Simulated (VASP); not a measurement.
Band structure of Ga4P3Sb (ordered alloy cell). All values below come from PBEsol GGA, VASP's PBE PAW potentials (set 64) (plane waves; VASP 6.6.1).

Unless said otherwise, spin-orbit coupling is left out, though it shifts the bands of the heavy elements here.

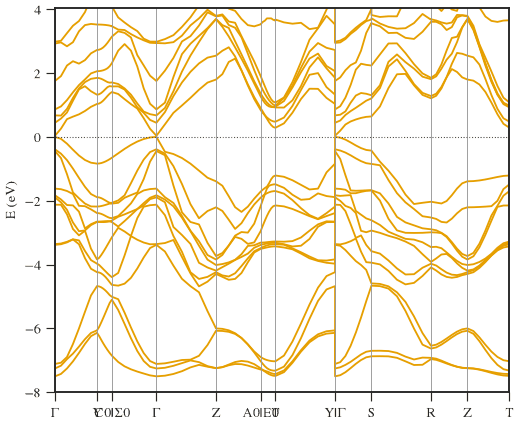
*Bands along high-symmetry lines, zero at the valence-band maximum or, without a gap, the Fermi level*

Task: Read the plot: is there a gap, and where are the band edges?

Result: The gap is direct, 0.03 eV, from the valence maximum at Γ to the conduction minimum at Γ. (Edges off the drawn lines would not show.)

The structure was generated: Ga4P3Sb was put into an ordered model structure (Amm2), which need not be its known phase. It was relaxed first.
